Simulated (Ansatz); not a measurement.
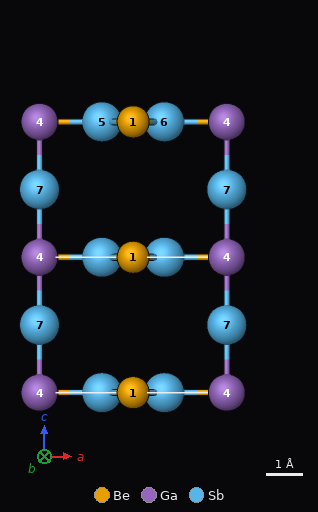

Solid Be$_{3}$GaSb$_{3}$ (a generated structure, set up in P6/mmm) (coarse preliminary run), before the relaxation. Style: ball-and-stick. Shown: the cell of the calculation, repeated 1 × 1 × 2 with one cell outlined, along the b axis.

Level of theory: Ansatz 0.2.0, DFT PBE, scalar-relativistic, plane waves, PAW.

Input file:
```yaml
crystal:
  lattice:
    - [6.15103915, 0.0, 0.0]
    - [-3.07551958, 5.32695616, 0.0]
    - [0.0, 0.0, 3.85158745]
  atoms:
    - { symbol: Be, position: [0.5, 0.0, 0.0] }
    - { symbol: Be, position: [0.0, 0.5, 0.0] }
    - { symbol: Be, position: [0.5, 0.5, 0.0] }
    - { symbol: Ga, position: [0.0, 0.0, 0.0] }
    - { symbol: Sb, position: [0.33333333, 0.66666667, 0.0] }
    - { symbol: Sb, position: [0.66666667, 0.33333333, 0.0] }
    - { symbol: Sb, position: [0.0, 0.0, 0.5] }
basis:
  ecutwfc: 420
kpoints:
  mp_grid: { grid: [3, 3, 4] }
hamiltonian:
  xc: pbe
scf:
  occupations: { method: gaussian, width: 0.1 }
  lower_state_search: "off"
output:
  forces: true
  stress: true
  eigenvalues: true
relax:
  adjacent_minimum: "off"
  f_tol: 0.04
  max_steps: 70
  cell: { stress_tol: 0.4 }
```

Run as
```bash
ansatz run input.yaml --threads 1 --pin off --max-ram 2048MiB --backend cpu --events-out ev --progress --plain --runs-dir out
```

Question: Where does the relaxation end?

Answer: No atom moves by more than 0.005 Å relative to the cell. The drawn cell changes as follows: a = b 6.151 → 7.848 Å (+27.6 %), c 3.852 → 4.952 Å (+28.6 %); the volume changes by +109.3 %. Some distances before and after: Ga4–Sb7 1.926 → 2.476 Å, Be1–Sb5 1.776 → 2.265 Å. The space group stays P6/mmm (No. 191). The energy falls by 2895 meV per atom in 9 accepted moves (11 points after the start). All forces vanish by symmetry, so only the cell relaxes. Pressure: 84.97 GPa at the start and 0.06 GPa at the end. At 2 points the geometry stayed and the basis and grid were re-selected for the new cell (energy shift of 135 meV per atom at most each time).

Final geometry:

```xyz
7
Lattice="7.8479 0.0000 0.0000 -3.9239 6.7964 0.0000 0.0000 0.0000 4.9522" Properties=species:S:1:pos:R:3 pbc="T T T"
Be    0.0000    6.7964    0.0000
Be   -1.9620    3.3982    0.0000
Be    1.9620    3.3982    0.0000
Ga   -3.9239    6.7964    0.0000
Sb    0.0000    4.5310    0.0000
Sb    3.9239    2.2655    0.0000
Sb   -3.9239    6.7964    2.4761
```

After the run, drawn alike:

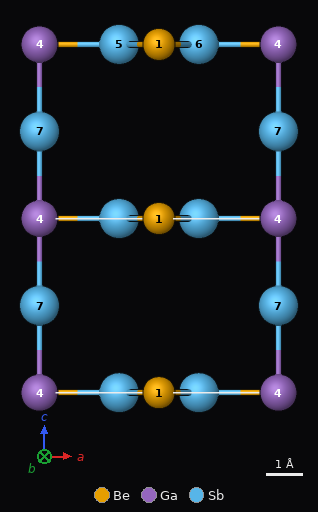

Limits of the set-up: the k-point mesh is coarse for a cell with partly filled bands.
